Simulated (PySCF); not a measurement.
**SiCl2Me2 (C$_{2}$H$_{6}$Cl$_{2}$Si): what the electrons do**

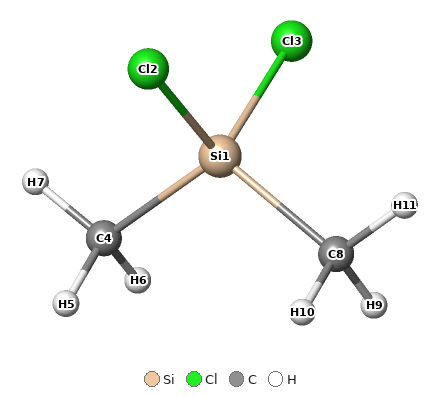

The molecule, with its atoms numbered as below. No frequency check shows the geometry to be a minimum.

Cartesian coordinates (Å):

```
Si1     -0.0001    0.3046    0.0001
Cl2      1.6479   -0.8861   -0.0033
Cl3     -1.6479   -0.8861    0.0033
C4      -0.0059    1.3639   -1.5796
H5       0.8358    2.0497   -1.5981
H6      -0.9148    1.9533   -1.6543
H7       0.0570    0.7444   -2.4703
C8       0.0059    1.3641    1.5794
H9      -0.8358    2.0498    1.5979
H10      0.9148    1.9535    1.6541
H11     -0.0570    0.7446    2.4701
```

Part 1: Bonding charge

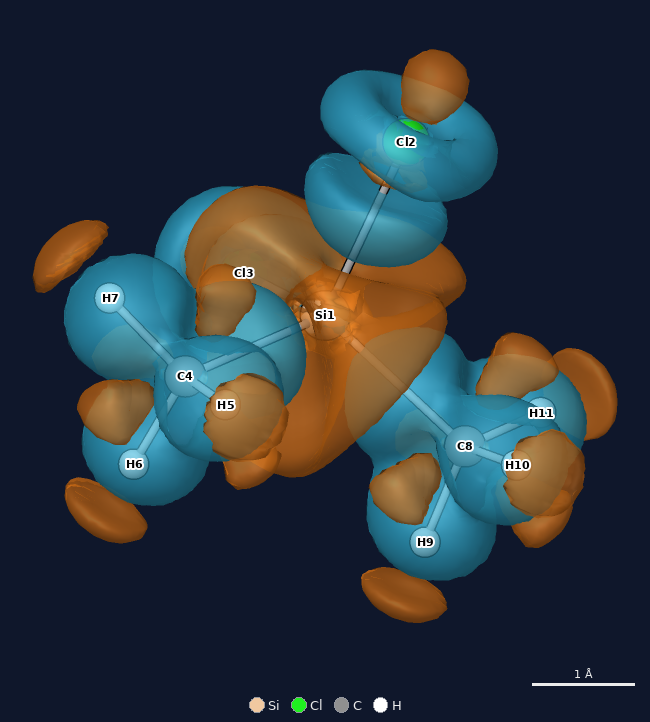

Deformation density (molecule less spherical, spin-averaged free atoms at the same positions), surfaces at ±0.04 e/Å³; light blue: gain, orange: loss.

Method: PBE0/def2-TZVP; geometry: GFN2-xTB; program: PySCF.

Question: How much density has each bond gained at its critical point, relative to the free atoms?

Answer: C4–H7 and C8–H11: +0.68 e/Å³ at the bond critical point (bond length 1.09 Å, Mayer order 0.9). C4–H6 and C8–H10: +0.68 e/Å³ at the bond critical point (bond length 1.09 Å, Mayer order 0.9). C4–H5 and C8–H9: +0.68 e/Å³ at the bond critical point (bond length 1.09 Å, Mayer order 0.9). Si1–C8 and Si1–C4: +0.21 e/Å³ at the bond critical point (bond length 1.90 Å, Mayer order 1.0). Si1–Cl3 and Si1–Cl2: +0.07 e/Å³ at the bond critical point (bond length 2.03 Å, Mayer order 1.2); up to 0.6 Å beside the axis the gain reaches +0.22 e/Å³. In all, 2.4 electrons gather in the regions of gain relative to the promolecule. A small or negative value marks a very polar bond, one between electron-rich atoms, whose free-atom densities already overlap strongly, a long bond to a heavier atom, or a closed-shell contact such as a hydrogen bond.

Part 2: Local ionisation energy

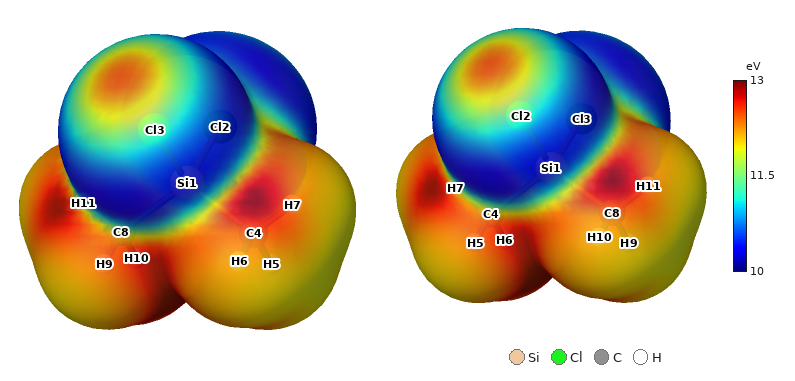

Average local ionisation energy on the surface of electron density 0.001 a.u. (back view left, front view right).

Question: Where are the most loosely bound electrons on this surface?

Answer: The lowest value is 10.3 eV, 2.1 Å from Cl3, and at like points elsewhere. Further minima include 10.3 eV, 2.1 Å from Cl2; 10.3 eV, 2.1 Å from Cl2, and at like points elsewhere. For comparison, the highest occupied orbital lies at −8.5 eV.

Part 3: Localised orbitals

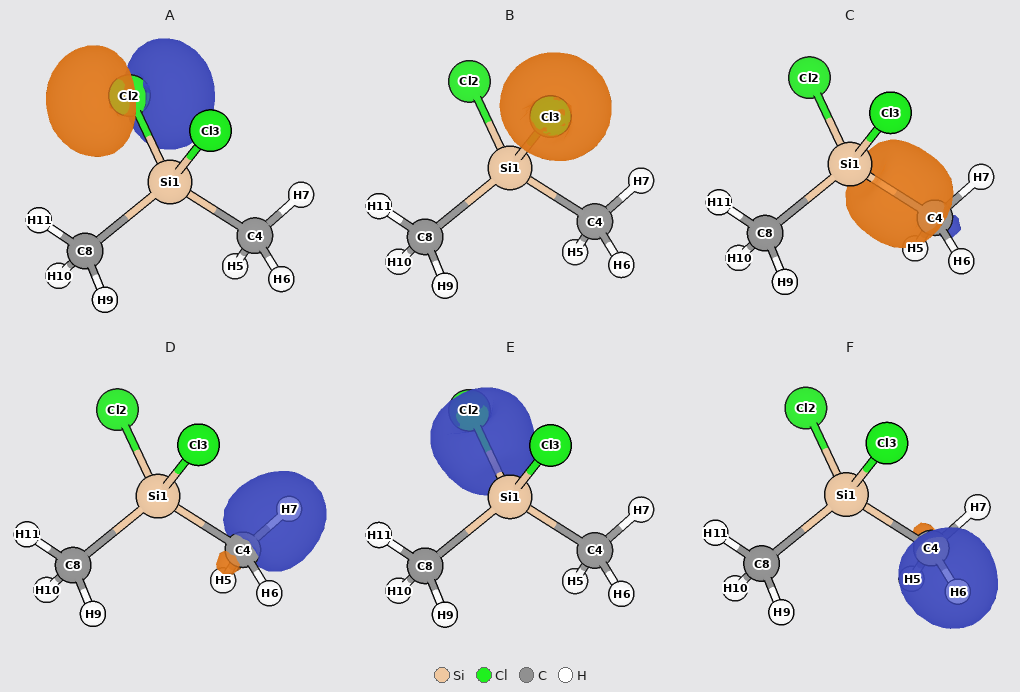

Pipek–Mezey orbitals, occupied; each surface holds about 70 % of the orbital's density. Energies are diagonal elements of the Fock matrix.

PySCF calculation, PBE0/def2-SVPD, gas phase; geometry: GFN2-xTB.

Question: What does each orbital represent in a Lewis picture?

Answer: By panel:
- A: lone pair on Cl2 (p-type) (Cl2 97 %; −9.6 eV)
- B: lone pair on Cl3 (sp0.4-type) (Cl3 100 %; −18.4 eV)
- C: σ bond C4–Si1 (C4 60 %, Si1 40 %; −12.8 eV)
- D: σ bond C4–H7 (C4 56 %, H7 43 %; −13.7 eV)
- E: σ bond Cl2–Si1 (Cl2 71 %, Si1 28 %; −17.0 eV)
- F: σ bond C4–H6 (C4 56 %, H6 43 %; −13.8 eV)
